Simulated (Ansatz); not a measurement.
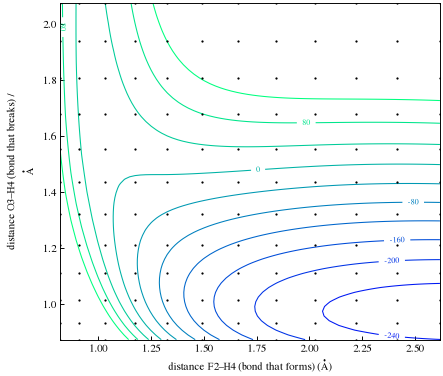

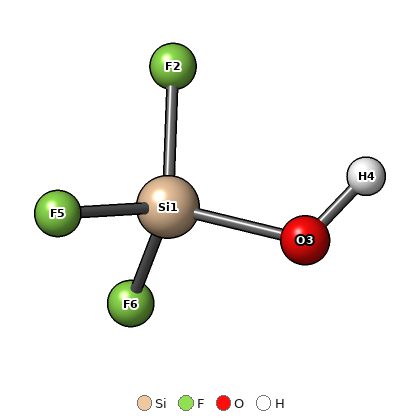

Energy landscape of the reacting system F₃HOSi (fragments F₃HOSi where the first distance is long, F₂OSi + FH where the second is long). The first coordinate is: distance F2–H4 (bond that forms); the second: distance O3–H4 (bond that breaks). Relaxed at each point: all other coordinates. The scan uses a 12 × 12 grid. Points are written as (first, second). All energies are given in kJ/mol relative to a guessed transition structure relaxed with its forming and breaking bonds held. The reference is spin-restricted, so regions where a bond is pulled apart into radicals lie too high. All numbers below come from Ansatz, RKS PBE0-D4/def2-SVP.

Drawn: contour lines labelled in kJ/mol (none above 120), dots at the grid points. Between grid points the surface is interpolated. The second picture is the structure at the lowest point.

Q: Where are the wells?

A: The lowest grid point is at (2.619 Å, 0.933 Å), −263 kJ/mol from a guessed transition structure relaxed with its forming and breaking bonds held. It lies at the edge of the scanned range, so the true minimum may lie outside. The highest grid point, (0.819 Å, 0.873 Å), lies 978 kJ/mol above the lowest.

The input of one point:

```yaml
crystal:
  periodic: [false, false, false]
  atoms:
    - { symbol: Si, position_ang: [-0.059747, 0.090921, 0.337534] }
    - { symbol: F, position_ang: [1.355374, -0.611426, 0.58172] }
    - { symbol: O, position_ang: [-0.409479, -0.003381, -1.244015] }
    - { symbol: H, position_ang: [0.226879, -0.432029, -1.774862] }
    - { symbol: F, position_ang: [-1.145016, -0.639324, 1.246619] }
    - { symbol: F, position_ang: [0.031986, 1.595338, 0.853103] }
basis:
  gaussian: { orbitals: def2-SVP }
hamiltonian:
  xc: pbe0
  dispersion: d4
output:
  forces: true
relax:
  f_tol: 0.02
  max_steps: 50
  escape_saddle: false
  constraints: [{ distance: [1, 3] }, { distance: [2, 3] }]
scf:
  lower_state_search: "off"
```

Each point was launched as `ansatz run input.yaml --threads 1 --pin off --max-ram 2560MiB --backend cpu --events-out ev --progress --plain --runs-dir out`. Time for the 144 points that were run: 16 min on 1 thread of Arm Neoverse V2, on a shared host.
